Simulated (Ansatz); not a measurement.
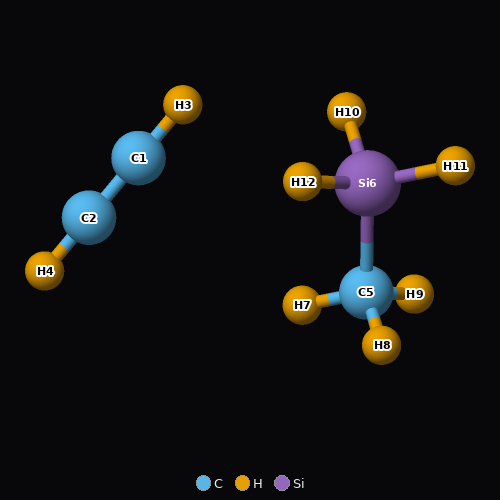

The system is the pair C₂H₂···CH₆Si; the picture shows the reference structure. Coordinates scanned: (1) separation of Si6 and C1 along their line in the relaxed pair; (2) sideways slip of C1, C2, H3, H4. Nothing is relaxed (both partners rigid). The scan uses a 9 × 9 grid. Points are written as (first, second). Energies are in kcal/mol, from the lowest grid point. Method: Ansatz, RHF/def2-SVPD.

Its coordinates:

```yaml
atoms:
  - { symbol: C, position_ang: [0.8655, 0.5010, -2.6737] }
  - { symbol: C, position_ang: [-0.1129, 0.4970, -3.3522] }
  - { symbol: H, position_ang: [1.7395, 0.5052, -2.0658] }
  - { symbol: H, position_ang: [-0.9865, 0.4941, -3.9606] }
  - { symbol: C, position_ang: [-0.8453, -0.9275, 1.1967] }
  - { symbol: Si, position_ang: [0.4001, 0.3607, 1.7854] }
  - { symbol: H, position_ang: [-1.1073, -0.7638, 0.1497] }
  - { symbol: H, position_ang: [-1.7630, -0.8809, 1.7870] }
  - { symbol: H, position_ang: [-0.4375, -1.9364, 1.2886] }
  - { symbol: H, position_ang: [1.6435, 0.2938, 0.9743] }
  - { symbol: H, position_ang: [0.7646, 0.1273, 3.2060] }
  - { symbol: H, position_ang: [-0.1606, 1.7298, 1.6647] }
```

Range: separation of Si6 and C1 along their line in the relaxed pair from 3.768 to 6.368 Å; sideways slip of C1, C2, H3, H4 from −2.20 to 2.20 Å.

What landscape does the calculation give?

Answer. The lowest grid point is at (4.426 Å, 0.00 Å). It is the only kind of minimum in the scanned range. The highest grid point, (3.768 Å, 2.20 Å), lies 3.15 kcal/mol above the lowest. Round the minimum the two coordinates are weakly coupled (coupling −0.10 in units of the two stiffnesses).

| second ↓, first → | 3.768 | 3.909 | 4.141 | 4.426 | 4.753 | 5.114 | 5.506 | 5.925 | 6.368 |
| --- | --- | --- | --- | --- | --- | --- | --- | --- | --- |
| 2.20 | 3.15 | 2.05 | 1.04 | 0.53 | 0.35 | 0.33 | 0.35 | 0.40 | 0.45 |
| 1.65 | 2.71 | 1.71 | 0.81 | 0.38 | 0.25 | 0.25 | 0.30 | 0.36 | 0.42 |
| 1.10 | 1.87 | 1.12 | 0.47 | 0.19 | 0.13 | 0.18 | 0.25 | 0.33 | 0.40 |
| 0.55 | 1.24 | 0.68 | 0.22 | 0.05 | 0.06 | 0.13 | 0.22 | 0.31 | 0.39 |
| 0.00 | 0.97 | 0.50 | 0.12 | 0.00 | 0.03 | 0.12 | 0.22 | 0.31 | 0.39 |
| −0.55 | 0.84 | 0.45 | 0.13 | 0.03 | 0.06 | 0.14 | 0.24 | 0.33 | 0.41 |
| −1.10 | 0.70 | 0.42 | 0.18 | 0.10 | 0.13 | 0.20 | 0.28 | 0.36 | 0.43 |
| −1.65 | 0.58 | 0.40 | 0.26 | 0.20 | 0.21 | 0.27 | 0.34 | 0.40 | 0.45 |
| −2.20 | 0.51 | 0.42 | 0.33 | 0.29 | 0.30 | 0.34 | 0.39 | 0.43 | 0.47 |

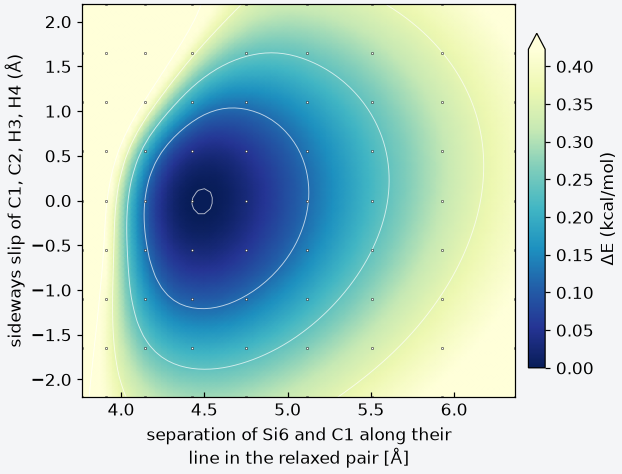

In the figure: a smooth colour map with a few white contour lines, dots at the grid points, one colour for all values above the top of the scale. Between grid points the surface is interpolated.

Each point was launched as `ansatz run input.yaml --threads 1 --pin off --max-ram 2560MiB --backend cpu --events-out ev --progress --plain --runs-dir out`. Time for the 81 points that were run: 7.2 min on 1 thread of Arm Neoverse V2, with other jobs on the host.
